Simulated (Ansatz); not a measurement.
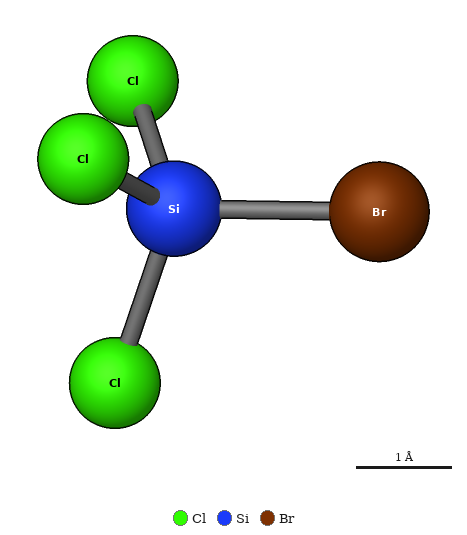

*The structure as given in the input (ball-and-stick view, seen at a tilt).*

Bond lengths as drawn: Br–Si 2.19 Å and Cl–Si 2.02 Å.

**SiBrCl$_{3}$: single-point calculation**

The run: single-point calculation of SiBrCl$_{3}$, multiplicity 3, SMILES Cl[Si](Cl)(Cl)Br. Method and program: UKS r2SCANh-d3bj/aug-pcseg-2 (Ansatz 0.2.0).

The run did not end well. The geometry comes from this level: PBE0-D4/def2-TZVP.

Input file
```yaml
crystal:
  periodic: [false, false, false]
  atoms:
    - {symbol: Cl, position_ang: [-0.852880, -0.217682, 1.821586]}
    - {symbol: Si, position_ang: [0.003445, -0.042577, -0.003195]}
    - {symbol: Cl, position_ang: [1.690477, -1.158176, -0.059225]}
    - {symbol: Cl, position_ang: [-1.285660, -0.709676, -1.412792]}
    - {symbol: Br, position_ang: [0.494418, 2.054411, -0.387875]}
basis:
  gaussian: {orbitals: aug-pcseg-2}
magnetization: {spin_polarized: true, initial_magnetization: 2}
hamiltonian: {xc: {name: r2SCANh}, dispersion: d3bj}
```

Launched with:
```bash
ansatz run in.yaml --threads 4 --pin off --events-out ev --progress --plain --max-ram 10444MiB
```

Log
```
Warning: the engine holds no damping parameters fitted to this dispersion correction and functional, so the run takes those fitted to r2scanh beside the three-body term, which d3bj leaves out (hamiltonian.dispersion, under Limitations)
Functional definition: r2SCANh
  name "r2SCANh"
  cite "Bursch, Neugebauer, Ehlert & Grimme, J. Chem. Phys. 156, 134105 (2022) doi:10.1063/5.0086040"
  cite "Furness, Kaplan, Ning, Perdew & Sun, J. Phys. Chem. Lett. 11, 8208 (2020) doi:10.1021/acs.jpclett.0c02405"
  cite "Furness, Kaplan, Ning, Perdew & Sun, J. Phys. Chem. Lett. 11, 9248 (2020) doi:10.1021/acs.jpclett.0c03077"
  parent r2scan
  parameter a = 0.1
  parameter k0 = 0.174
  parameter k1 = 0.065
  parameter a1 = 4.9479
  exchange = (1 - a)*r2scan_x(k0 = k0, k1 = k1, a1 = a1) + a*exact_x
  correlation = r2scan_c
1726 factors; their error is unknown
mean field evaluation 1: about -115488.6407 eV, gradient 1.8e1 eV
mean field evaluation 2: about -115481.5036 eV, gradient 3.6e1 eV
mean field evaluation 4: about -115490.5202 eV, gradient 2.8e0 eV
mean field evaluation 8: about -115490.5860 eV, gradient 2.7e-1 eV
mean field evaluation 16: about -115490.7996 eV, gradient 1.1e-2 eV
mean field evaluation 32: about -115490.7999 eV, gradient 3.6e-4 eV
mean field evaluation 64: about -115490.7988 eV, gradient 1.5e-1 eV
mean field evaluation 96: about -115490.8000 eV, gradient 4.1e-2 eV
mean field evaluation 128: about -115490.7999 eV, gradient 2.6e-2 eV
mean field evaluation 160: about -115490.7999 eV, gradient 1.8e-3 eV
mean field evaluation 192: about -115490.7999 eV, gradient 5.4e-3 eV
Error: SIGTERM received: run cancelled behind 192 evaluations of the mean field
```

What the run reported

| quantity | value |
| --- | --- |
| outcome | stopped at the time limit |
| hardware | 4 threads of Arm Neoverse V2, 23 GiB of memory available, shared host |
| wall time | 8.4 min (CPU time 33 min) |
| peak memory | 2.3 GiB |

What went wrong

The run was cut off by its time limit, so the output is incomplete. Warnings of the run: the dispersion correction has no parameters fitted for this combination and takes those fitted for R2SCANH with other terms.
